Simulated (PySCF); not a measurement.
SiH4O: NMR shielding calculation

SiH4O, SMILES O[SiH3], computed with GIAO BLYP/pcSseg-2 NMR shielding, non-relativistic, gas phase (PySCF 2.14.0).

The geometry comes from this level: PBE0-D3(BJ)/def2-SVP. Figures and captions count atoms from 1; the log counts them from 0 in places.

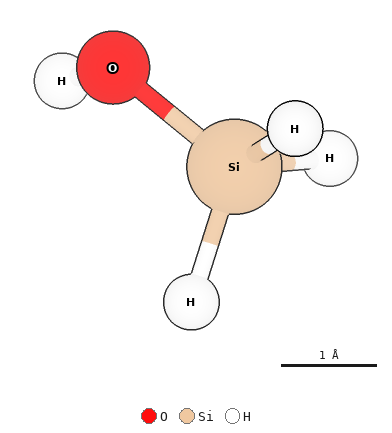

Figure 1. The structure (ball-and-stick view, seen at a tilt). Bond lengths as drawn: H–O 0.96 Å, H–Si 1.49 to 1.50 Å and O–Si 1.67 Å.

## Input
```
{"job": {"kind": "nmr", "xc": "BLYP", "basis": "pcSseg-2", "pop": false}, "charge": 0, "multiplicity": 1}
O      1.366451    -0.081325     0.520147
Si    -0.205299     0.132651     0.012406
H      2.047448    -0.059532    -0.157362
H     -0.642299    -0.947137    -0.928514
H     -0.394921     1.445709    -0.682470
H     -1.048795     0.093064     1.236899
```

The first line tells a small driver script what to run in PySCF; the rest is the geometry in Å.

Launch command:
```bash
OMP_NUM_THREADS=1 python <driver script> task.json out
```

## The program's output
```
coarse grid: 5192 points
cycle   1  E = -367.0495749896  dE =  4.862e-02  |g| = 8.940e-01  |ddm| = 1.679e+00
cycle   2  E = -366.2268976061  dE =  8.227e-01  |g| = 2.156e+00  |ddm| = 2.199e+00
cycle   3  E = -367.1810207206  dE = -9.541e-01  |g| = 1.405e-01  |ddm| = 1.981e+00
cycle   4  E = -367.1863589226  dE = -5.338e-03  |g| = 3.780e-02  |ddm| = 1.645e-01
cycle   5  E = -367.1867421583  dE = -3.832e-04  |g| = 5.817e-03  |ddm| = 3.486e-02
cycle   6  E = -367.1867492858  dE = -7.127e-06  |g| = 1.303e-03  |ddm| = 4.723e-03
final grid: 44624 points
cycle   7  E = -367.1868893524  dE = -3.011e-05  |g| = 2.818e-03  |ddm| = 1.277e-02
cycle   8  E = -367.1868895425  dE = -1.901e-07  |g| = 2.522e-03  |ddm| = 4.315e-03
cycle   9  E = -367.1868908045  dE = -1.262e-06  |g| = 3.849e-04  |ddm| = 2.237e-03
cycle  10  E = -367.1868908160  dE = -1.151e-08  |g| = 3.054e-04  |ddm| = 3.147e-04
cycle  11  E = -367.1868908324  dE = -1.640e-08  |g| = 2.219e-05  |ddm| = 1.642e-04
cycle  12  E = -367.1868908325  dE = -1.111e-10  |g| = 6.605e-06  |ddm| = 2.513e-05
```

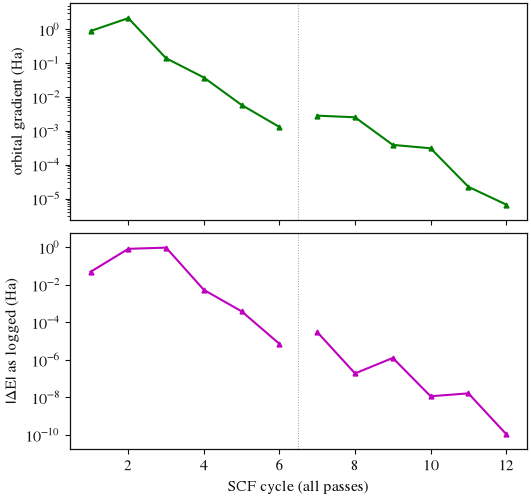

Figure 2. Convergence of the self-consistent field: orbital gradient and size of the energy change against the SCF cycle. The dotted line marks the change from a coarse to the final integration grid. The first 6 cycles use a coarse grid, the final grid takes over at cycle 7, and the field converges after 12 cycles in all.

```
converged SCF energy = -367.1868908325

GIAO shielding tensors (ppm)
atom      isotropic    diamagn.    paramagn.     s11        s22        s33       span
  0 O      313.166     384.522     -71.356    279.536    310.917    349.044     69.508
  1 Si     351.789     876.368    -524.579    301.618    309.929    443.819    142.200
  2 H       31.425      31.467      -0.042     23.796     26.730     43.749     19.953
  3 H       26.117      28.693      -2.576     23.379     24.462     30.510      7.131
  4 H       26.114      28.608      -2.494     23.383     24.460     30.498      7.114
  5 H       26.401      28.436      -2.035     23.940     24.882     30.380      6.440
```

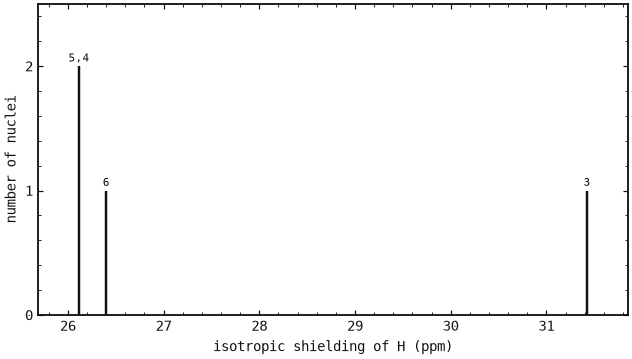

Figure 3. Isotropic shieldings of the hydrogen nuclei in this fixed geometry, labelled by atom number; shielding grows to the right, so chemical shift grows to the left. The least shielded is H5 (26.1 ppm), the most shielded H3 (31.4 ppm).

## Key numbers

| quantity | value |
| --- | --- |
| outcome | converged |
| total energy | −367.186891 hartree |
| HOMO | −7.18 eV |
| LUMO | −0.98 eV |
| dipole moment | 1.34 D |
| isotropic shielding, O | 313.2 ppm |
| isotropic shielding, Si | 351.8 ppm |
| isotropic shielding, H | 26.1 to 31.4 ppm |
| hardware | 1 CPU thread, shared host |
| wall time | 6.8 s |
| peak memory | 0.52 GiB |
